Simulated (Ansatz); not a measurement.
# BSiH3 (singlet): from Hartree-Fock to the top rungs at distance Si1–B2 = 3.870 Å, cc-pVTZ

How much of the correlation energy of BSiH3 (singlet) does each wave-function method recover here?

The runs use Ansatz 0.2.0, Gaussian basis; cc-pVTZ, core rule «outside noble gas», up to 6 orbitals frozen.

The runs, in order: UHF; CCSD(T) on RHF; CCSD(T) on UHF; BCCD(T) on RHF; CCSDT(Q) on RHF; CCSDT(Q) on UHF; CASSCF and NEVPT2, 2 electrons in 2 orbitals; CASSCF and NEVPT2, 10 electrons in 11 orbitals.

### 1 The system

The geometry derives from a PBE0/def2-TZVP stationary point (not a proven minimum). One bond is set to the value named and the two fragments are kept rigid.

5 atoms, charge 0, spin multiplicity 1.

Atoms are counted from 1 here; the program's logs count them from 0.

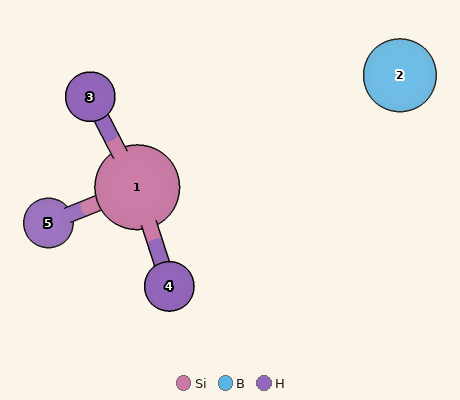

The geometry (silicon pink, boron blue, hydrogen purple); atoms are numbered from 1 in the order of the file.

In the tables R marks a restricted determinant and U an unrestricted one; 'pair' is the active space of 2 electrons in 2 orbitals; 'valence' is the active space of 10 electrons in 11 orbitals; energies count from the table's Hartree-Fock row.

### 2 UHF

File in.yaml:

```yaml
crystal:
  periodic: [false, false, false]
  atoms:
    - {symbol: Si, position_ang: [-0.961273, -0.008310, 0.000811]}
    - {symbol: B, position_ang: [2.908581, 0.025143, -0.002454]}
    - {symbol: H, position_ang: [-1.482723, 1.389033, 0.003305]}
    - {symbol: H, position_ang: [-1.463509, -0.715364, 1.214201]}
    - {symbol: H, position_ang: [-1.465589, -0.711807, -1.213783]}
basis:
  gaussian: {orbitals: cc-pVTZ}
magnetization: {spin_polarized: true, initial_magnetization: 0}
hamiltonian: {xc: hf}
output: {orbitals: {seedname: orbitals}}
```

Started as:

```sh
$ ansatz run in.yaml --threads 1 --pin off --events-out ev --progress --plain --max-ram 2560MiB --backend cpu
```

Standard output:

```text
Functional definition: HF
  name "HF"
  cite "Fock, Z. Phys. 61, 126 (1930) doi:10.1007/BF01340294"
  parent pbe
  exchange = exact_x
  correlation = 0
788 factors; their error is unknown
mean field evaluation 1: about -8571.2840 eV, gradient 1.1e1 eV
mean field evaluation 2: about -8573.2566 eV, gradient 1.1e1 eV
mean field evaluation 4: about -8574.3424 eV, gradient 7.3e-1 eV
mean field evaluation 8: about -8574.5484 eV, gradient 1.5e-1 eV
mean field evaluation 16: about -8574.5485 eV, gradient 5.9e-5 eV
mean field evaluation 32: about -8576.2792 eV, gradient 5.3e-6 eV
mean field evaluation 64: about -8576.2435 eV, gradient 6.6e-1 eV
mean field evaluation 96: about -8576.2539 eV, gradient 3.3e-2 eV
mean field evaluation 128: about -8576.2541 eV, gradient 1.3e-2 eV
mean field evaluation 160: about -8576.2664 eV, gradient 5.7e-1 eV
mean field evaluation 192: about -8576.2497 eV, gradient 1.2e0 eV
mean field evaluation 224: about -8576.2539 eV, gradient 2.2e-6 eV
mean field evaluation 256: about -8576.2792 eV, gradient 5.1e-6 eV
mean field -8576.27917868 eV, -315.1724466057 hartree, gradient 5.1e-6 eV, S^2 0.950286; 6 other end points of the search recorded, 0 dependent functions left out
reference -8576.27917868 eV, -315.1724466057 hartree; 11, 11 occupied and 95, 95 virtual orbitals, 788 factors
Total energy: -8576.27917868 eV, -315.1724466057 hartree
```

Wall time 7 s (1 thread of AMD EPYC 7R13, shared host).

From the report: ⟨S²⟩ of the determinant 0.950 (pure singlet: 0.00). The determinant of HF (⟨S²⟩ 0.95) is far from a pure spin state, so its energy mixes those of several spin states; that is harmless only where they are near-degenerate.

The unrestricted solution breaks the spin symmetry, so the restricted determinant is unstable here.

### 3 CCSD(T) on RHF

in.yaml, as its differences from that of step 2:

```diff
@@ -10,4 +10,3 @@
   gaussian: {orbitals: cc-pVTZ}
-magnetization: {spin_polarized: true, initial_magnetization: 0}
-hamiltonian: {xc: hf}
-output: {orbitals: {seedname: orbitals}}
+magnetization: {spin_polarized: false}
+correlation: {method: ccsd_t, electrons: outside_noble_gas}
```

The command is unchanged.

Standard output, shortened:

```text
Functional definition: HF
  name "HF"
  cite "Fock, Z. Phys. 61, 126 (1930) doi:10.1007/BF01340294"
  parent pbe
[...]
604 factors; integrals over basis functions are off by at most 7.4e-4 eV
[...]
mean field -8574.54879621 eV, -315.1088562227 hartree, gradient 4.1e-6 eV, S^2 0.000000; 0 other end points of the search recorded, 0 dependent functions left out; unrestricted orbitals would lower it
[...]
unrestricted determinant -8576.27945787 eV, -315.1724568656 hartree, S^2 0.9503
6 core orbitals not correlated: weight in the atoms' cores, before any rotation towards them, 1.000 or more for the frozen orbitals, at most 0.000 for the correlated occupied ones
reference -8574.54879621 eV, -315.1088562227 hartree; 5, 5 occupied and 95, 95 virtual orbitals, 604 factors
second order -5.67272161 eV of doubles, -0.00000000 eV of singles
cycle   1  -6.37320954 eV  change    -1.1e0 eV  update   1.3e-1
[...]
cycle  12  -7.27860551 eV  change   -1.1e-6 eV  update   3.1e-6
perturbative correction -0.47074355 eV, -0.0172995062 hartree
WARN: these amplitudes may be one of several solutions (largest doubles amplitude 0.42, level shift 1.55 eV)
Total energy: -8582.29814527 eV, -315.3936395479 hartree
```

Wall time 3.5 s (1 thread of AMD EPYC 7R13, shared host); peak memory 0.31 GiB.

From the report: correlation -7.7493 eV; T1 0.038; largest double amplitude 0.42. The report flags that the cluster equations may have other roots.

### 4 CCSD(T) on UHF

in.yaml, as its differences from that of step 3:

```diff
@@ -10,3 +10,3 @@
   gaussian: {orbitals: cc-pVTZ}
-magnetization: {spin_polarized: false}
+magnetization: {spin_polarized: true, initial_magnetization: 0}
 correlation: {method: ccsd_t, electrons: outside_noble_gas}
```

Started as:

```sh
$ ansatz run in.yaml --threads 2 --pin off --events-out ev --progress --plain --max-ram 15360MiB --backend cuda --devices 0, --max-vram 18GiB
```

Standard output, shortened:

```text
Functional definition: HF
  name "HF"
  cite "Fock, Z. Phys. 61, 126 (1930) doi:10.1007/BF01340294"
  parent pbe
[...]
604 factors; integrals over basis functions are off by at most 7.4e-4 eV
[...]
mean field -8576.27945791 eV, -315.1724568671 hartree, gradient 8.5e-8 eV, S^2 0.950286; 17 other end points of the search recorded, 0 dependent functions left out
determinant -8576.27945791 eV, -315.1724568671 hartree, with singles and doubles -8582.17612588 eV, -315.3891554181 hartree
determinant -8576.25413451 eV, -315.1715262495 hartree, with singles and doubles -8582.09076843 eV, -315.3860185898 hartree
determinant -8572.91800750 eV, -315.0489258430 hartree, with singles and doubles -8580.51369395 eV, -315.3280621715 hartree
determinant -8576.27945791 eV, -315.1724568671 hartree, with singles and doubles -8582.02804250 eV, -315.3837134542 hartree
determinant -8576.25413451 eV, -315.1715262495 hartree, with singles and doubles -8581.93016984 eV, -315.3801167006 hartree
determinant -8574.54879621 eV, -315.1088562228 hartree, with singles and doubles -8582.02961808 eV, -315.3837713558 hartree
6 core orbitals not correlated: weight in the atoms' cores, before any rotation towards them, 1.000 or more for the frozen orbitals, at most 0.000 for the correlated occupied ones
reference -8576.27945791 eV, -315.1724568671 hartree; 5, 5 occupied and 95, 95 virtual orbitals, 604 factors
second order -4.43937898 eV of doubles, -0.00000000 eV of singles
cycle   1  -5.74858226 eV  change    2.3e-6 eV  update   2.9e-6
perturbative correction -0.15752887 eV, -0.0057890793 hartree
WARN: the results are in doubt because among natural orbitals the method converges to other amplitudes
Total energy: -8582.18556905 eV, -315.3895024481 hartree
In doubt: among natural orbitals the method converges to other amplitudes
```

Wall time 6 s (1 × H100 (card shared with other runs) with 2 threads of AMD EPYC 7R13, shared host); peak host memory 0.81 GiB.

From the report: ⟨S²⟩ of the determinant 0.950 (pure singlet: 0.00); correlation -5.9061 eV; T1 0.024; largest double amplitude 0.11. The determinant of CCSD(T) (⟨S²⟩ 0.95) is far from a pure spin state, so its energy mixes those of several spin states; high orders of coupled cluster remove much of that, low ones don't. The program marks this result as in doubt; its last lines say why.

### 5 BCCD(T) on RHF

in.yaml, as its differences from that of step 4:

```diff
@@ -10,3 +10,3 @@
   gaussian: {orbitals: cc-pVTZ}
-magnetization: {spin_polarized: true, initial_magnetization: 0}
-correlation: {method: ccsd_t, electrons: outside_noble_gas}
+magnetization: {spin_polarized: false}
+correlation: {method: bccd_t, electrons: outside_noble_gas}
```

Started as:

```sh
$ ansatz run in.yaml --threads 1 --pin off --events-out ev --progress --plain --max-ram 2560MiB --backend cpu
```

Standard output, shortened:

```text
Functional definition: HF
  name "HF"
  cite "Fock, Z. Phys. 61, 126 (1930) doi:10.1007/BF01340294"
  parent pbe
[...]
604 factors; integrals over basis functions are off by at most 7.4e-4 eV
[...]
mean field -8574.54879621 eV, -315.1088562227 hartree, gradient 4.1e-6 eV, S^2 0.000000; 0 other end points of the search recorded, 0 dependent functions left out; unrestricted orbitals would lower it
[...]
unrestricted determinant -8576.27945787 eV, -315.1724568656 hartree, S^2 0.9503
6 core orbitals not correlated: weight in the atoms' cores, before any rotation towards them, 1.000 or more for the frozen orbitals, at most 0.000 for the correlated occupied ones
reference -8574.54879621 eV, -315.1088562227 hartree; 5, 5 occupied and 95, 95 virtual orbitals, 604 factors
second order -5.67272161 eV of doubles, -0.00000000 eV of singles
cycle   1  -6.40927088 eV  change    -1.1e0 eV  update   1.3e-1
[...]
cycle  12  -7.26390031 eV  change    1.1e-5 eV  update   8.9e-6
perturbative correction -0.47951192 eV, -0.0176217379 hartree
WARN: these amplitudes may be one of several solutions (largest doubles amplitude 0.41, level shift 1.55 eV)
Total energy: -8582.29220844 eV, -315.3934213735 hartree
```

Wall time 4 s (1 thread of AMD EPYC 7R13, shared host); peak memory 0.39 GiB.

From the report: correlation -7.7434 eV; largest double amplitude 0.41. The report flags that the cluster equations may have other roots.

### 6 CCSDT(Q) on RHF

in.yaml, as its differences from that of step 5:

```diff
@@ -11,2 +11,2 @@
 magnetization: {spin_polarized: false}
-correlation: {method: bccd_t, electrons: outside_noble_gas}
+correlation: {method: ccsdt_q, electrons: outside_noble_gas}
```

Started as:

```sh
$ ansatz run in.yaml --threads 2 --pin off --events-out ev --progress --plain --max-ram 15360MiB --backend cuda --devices 0, --max-vram 18GiB
```

Standard output, shortened:

```text
Functional definition: HF
  name "HF"
  cite "Fock, Z. Phys. 61, 126 (1930) doi:10.1007/BF01340294"
  parent pbe
[...]
1276 factors; integrals over basis functions are off by at most 2.0e-7 eV
[...]
mean field -8574.54879616 eV, -315.1088562210 hartree, gradient 1.7e-6 eV, S^2 0.000000; 0 other end points of the search recorded, 0 dependent functions left out; unrestricted orbitals would lower it
[...]
unrestricted determinant -8576.27946581 eV, -315.1724571573 hartree, S^2 0.9503
6 core orbitals not correlated: weight in the atoms' cores, before any rotation towards them, 1.000 or more for the frozen orbitals, at most 0.000 for the correlated occupied ones
reference -8574.54879616 eV, -315.1088562210 hartree; 5, 5 occupied and 95, 95 virtual orbitals, 1276 factors
second order -5.67279038 eV of doubles, -0.00000000 eV of singles
cycle   1  -6.37320928 eV  change    -1.1e0 eV  update   1.4e-1
[...]
cycle  20  -7.78846316 eV  change    2.1e-7 eV  update   3.9e-7
perturbative correction -0.03594467 eV, -0.0013209421 hartree
WARN: these amplitudes may be one of several solutions (largest doubles amplitude 0.52, level shift 1.55 eV)
Total energy: -8582.37320398 eV, -315.3963979049 hartree
```

Wall time 3.4 s (1 × H100 (card shared with other runs) with 2 threads of AMD EPYC 7R13, shared host); peak host memory 0.81 GiB.

From the report: correlation -7.8244 eV; T1 0.043; largest double amplitude 0.52. The report flags that the cluster equations may have other roots.

### 7 CCSDT(Q) on UHF

in.yaml, as its differences from that of step 6:

```diff
@@ -10,3 +10,3 @@
   gaussian: {orbitals: cc-pVTZ}
-magnetization: {spin_polarized: false}
+magnetization: {spin_polarized: true, initial_magnetization: 0}
 correlation: {method: ccsdt_q, electrons: outside_noble_gas}
```

Launched as before.

Standard output, shortened:

```text
Functional definition: HF
  name "HF"
  cite "Fock, Z. Phys. 61, 126 (1930) doi:10.1007/BF01340294"
  parent pbe
[...]
1276 factors; integrals over basis functions are off by at most 2.0e-7 eV
[...]
mean field -8576.27946581 eV, -315.1724571575 hartree, gradient 2.1e-6 eV, S^2 0.950286; 17 other end points of the search recorded, 0 dependent functions left out
determinant -8576.27946581 eV, -315.1724571575 hartree, with singles and doubles -8582.17615483 eV, -315.3891564820 hartree
determinant -8576.25414385 eV, -315.1715265928 hartree, with singles and doubles -8582.09079872 eV, -315.3860197028 hartree
determinant -8572.91802659 eV, -315.0489265446 hartree, with singles and doubles -8580.51374909 eV, -315.3280641980 hartree
determinant -8576.27946581 eV, -315.1724571575 hartree, with singles and doubles -8582.02804414 eV, -315.3837135147 hartree
determinant -8576.25414385 eV, -315.1715265928 hartree, with singles and doubles -8581.93017349 eV, -315.3801168344 hartree
determinant -8574.54879616 eV, -315.1088562210 hartree, with singles and doubles -8582.02966551 eV, -315.3837730988 hartree
6 core orbitals not correlated: weight in the atoms' cores, before any rotation towards them, 1.000 or more for the frozen orbitals, at most 0.000 for the correlated occupied ones
reference -8576.27946581 eV, -315.1724571575 hartree; 5, 5 occupied and 95, 95 virtual orbitals, 1276 factors
second order -4.43940458 eV of doubles, -0.00000000 eV of singles
cycle   1  -5.27209043 eV  change   -8.3e-1 eV  update   8.8e-2
[...]
cycle  25  -6.04100586 eV  change   -4.4e-7 eV  update   1.0e-6
perturbative correction -0.04126093 eV, -0.0015163111 hartree
WARN: these amplitudes may be one of several solutions (largest doubles amplitude 0.52, level shift 0.00 eV)
Total energy: -8582.36173260 eV, -315.3959763394 hartree
```

It took 15 s on 1 × H100 (card shared with other runs) with 2 threads of AMD EPYC 7R13, shared host; peak host memory 0.95 GiB.

From the report: ⟨S²⟩ of the determinant 0.950 (pure singlet: 0.00); correlation -6.0823 eV; T1 0.068; largest double amplitude 0.52. The determinant of CCSDT(Q) (⟨S²⟩ 0.95) is far from a pure spin state, so its energy mixes those of several spin states; high orders of coupled cluster remove much of that, low ones don't. The report flags that the cluster equations may have other roots.

### 8 CASSCF and NEVPT2, 2 electrons in 2 orbitals

in.yaml, as its differences from that of step 7:

```diff
@@ -10,3 +10,2 @@
   gaussian: {orbitals: cc-pVTZ}
-magnetization: {spin_polarized: true, initial_magnetization: 0}
-correlation: {method: ccsdt_q, electrons: outside_noble_gas}
+correlation: {method: sc_nevpt2, electrons: outside_noble_gas, active_space: {window: {electrons: 2, orbitals: 2}}}
```

The command is unchanged.

Standard output:

```text
Functional definition: HF
  name "HF"
  cite "Fock, Z. Phys. 61, 126 (1930) doi:10.1007/BF01340294"
  parent pbe
  exchange = exact_x
  correlation = 0
604 factors; integrals over basis functions are off by at most 7.4e-4 eV
mean field evaluation 1: about -8571.4789 eV, gradient 1.5e1 eV
mean field evaluation 2: about -8571.4826 eV, gradient 1.5e1 eV
mean field evaluation 4: about -8574.4355 eV, gradient 3.5e0 eV
mean field evaluation 8: about -8574.5488 eV, gradient 3.4e-4 eV
mean field -8574.54879621 eV, -315.1088562227 hartree, gradient 4.1e-6 eV, S^2 0.000000; 0 other end points of the search recorded, 0 dependent functions left out; unrestricted orbitals would lower it
reference -8574.54879621 eV, -315.1088562227 hartree; 11, 11 occupied and 95, 95 virtual orbitals, 604 factors
state -8576.33146293 eV, -315.1743680163 hartree
state -8576.33146293 eV, -315.1743680163 hartree; corrected -8580.92528122 eV, -315.3431877246 hartree
Total energy: -8580.92528122 eV, -315.3431877246 hartree
```

Wall time 1.2 s (1 × H100 (card shared with other runs) with 2 threads of AMD EPYC 7R13, shared host); peak host memory 0.79 GiB.

From the report: 4 determinants; active occupations 1.50, 0.50.

### 9 CASSCF and NEVPT2, 10 electrons in 11 orbitals

in.yaml, as its differences from that of step 8:

```diff
@@ -10,2 +10,2 @@
   gaussian: {orbitals: cc-pVTZ}
-correlation: {method: sc_nevpt2, electrons: outside_noble_gas, active_space: {window: {electrons: 2, orbitals: 2}}}
+correlation: {method: sc_nevpt2, electrons: outside_noble_gas, active_space: {window: {electrons: 10, orbitals: 11}, shells: [{species: B, l: s, shell: 2}, {species: B, l: p, shell: 2}, {species: H, l: s, shell: 1}, {species: Si, l: s, shell: 3}, {species: Si, l: p, shell: 3}]}}
```

Launched as before.

Standard output:

```text
Functional definition: HF
  name "HF"
  cite "Fock, Z. Phys. 61, 126 (1930) doi:10.1007/BF01340294"
  parent pbe
  exchange = exact_x
  correlation = 0
1276 factors; integrals over basis functions are off by at most 2.0e-7 eV
mean field evaluation 1: about -8571.4792 eV, gradient 1.5e1 eV
mean field evaluation 2: about -8571.4825 eV, gradient 1.5e1 eV
mean field evaluation 4: about -8574.4345 eV, gradient 3.5e0 eV
mean field evaluation 8: about -8574.5488 eV, gradient 3.5e-4 eV
mean field -8574.54879616 eV, -315.1088562210 hartree, gradient 1.7e-6 eV, S^2 0.000000; 0 other end points of the search recorded, 0 dependent functions left out; unrestricted orbitals would lower it
reference -8574.54879616 eV, -315.1088562210 hartree; 11, 11 occupied and 95, 95 virtual orbitals, 1276 factors
state -8578.48226027 eV, -315.2534083609 hartree
state -8578.48226027 eV, -315.2534083609 hartree; corrected -8581.18876198 eV, -315.3528704642 hartree
Total energy: -8581.18876198 eV, -315.3528704642 hartree
Checks for a lower state left out: starts, orbital_swaps
```

Wall time 3.3 s (1 × H100 (card shared with other runs) with 2 threads of AMD EPYC 7R13, shared host); peak host memory 0.82 GiB.

From the report: 106,820 determinants; active occupations 1.99, 1.98, 1.98, 1.89, 1.53, 0.46, 0.06, 0.06, 0.03, 0.02, 0.02.

### 10 How many determinants matter

Natural occupations of the CASSCF valence state about the gap (report; correlated orbitals 1 to 10): 1.985, 1.976, 1.976, 1.888, 1.535, 0.463, 0.058, 0.058, 0.025, 0.018. The count of effectively unpaired electrons, Σ n²(2 − n)², is 1.10; a single determinant of this spin has 0.

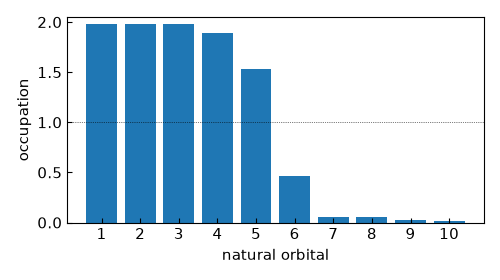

Natural occupations of the CASSCF valence state.

### 11 Misses and costs

No level here is safe as a reference; RCCSDT(Q) serves as a yardstick only. Rows without a time are mean-field rows or come out of runs for another level: lower rungs of the coupled-cluster runs, CASSCF and MRCISD of the multireference runs, or the Hartree-Fock search.

Differences are taken before rounding.

```csv
method,energy from the lowest RHF (kcal/mol),from RCCSDT(Q) (kcal/mol),time
RHF,0.00,+180.44,
UHF,-39.91,+140.53,
RMP2,-130.82,+49.62,
UMP2,-142.28,+38.15,
RCCSD,-167.85,+12.59,
UCCSD,-172.48,+7.96,
RCCSD(T),-178.70,+1.73,3.5 s
UCCSD(T),-176.11,+4.33,6 s (GPU)
BCCD(T),-178.57,+1.87,4 s
RCCSDT,-179.61,+0.83,
UCCSDT,-179.22,+1.22,
RCCSDT(Q),-180.44,0,3.4 s (GPU)
UCCSDT(Q),-180.17,+0.26,15 s (GPU)
CASSCF pair,-41.11,+139.33,
NEVPT2 pair,-147.05,+33.39,1.2 s (GPU)
CASSCF valence,-90.71,+89.73,
NEVPT2 valence,-153.12,+27.31,3.3 s (GPU)
```

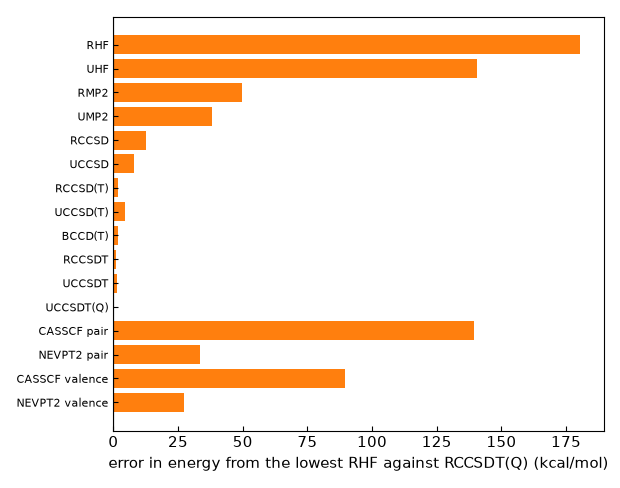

Error of each method against RCCSDT(Q).

Some runs used a GPU and others CPU threads alone; cost is compared among the GPU runs only.

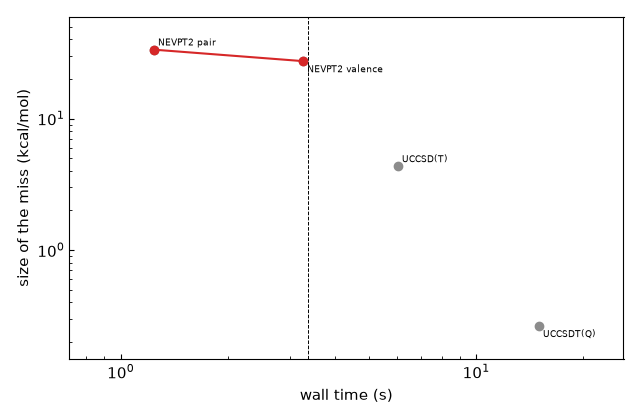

Miss against cost. Red marks the levels that no quicker level drawn beats (of those quicker than the yardstick), and the dashed line is the time of RCCSDT(Q). Times are from a shared host.

The program flags RCCSD(T), UCCSD(T), BCCD(T), RCCSDT(Q), UCCSDT(Q) as in doubt (see the logs), so the zero of the table is itself unsure.

### 12 Results

```
                      quantity            value
 RCCSDT(Q) from the RHF energy       -7.8244 eV
           RMP2 from RCCSDT(Q)  +49.62 kcal/mol
           UMP2 from RCCSDT(Q)  +38.15 kcal/mol
          RCCSD from RCCSDT(Q)  +12.59 kcal/mol
       RCCSD(T) from RCCSDT(Q)   +1.73 kcal/mol
       UCCSD(T) from RCCSDT(Q)   +4.33 kcal/mol
      UCCSDT(Q) from RCCSDT(Q)   +0.26 kcal/mol
    NEVPT2 pair from RCCSDT(Q)  +33.39 kcal/mol
 NEVPT2 valence from RCCSDT(Q)  +27.31 kcal/mol
                 T1 diagnostic            0.038
effectively unpaired electrons             1.10
```

RCCSD(T) misses by +1.73 kcal/mol, 1.0 % of the correlation energy. CCSD(T) misses by +1.73 kcal/mol on the restricted determinant and by +4.33 kcal/mol on the unrestricted one; the two need not hold the same state or core. With 1.1 effectively unpaired electrons against 0 the state is strongly multireference. Warnings: restricted reference is unstable; spin contamination; large T1 diagnostic.
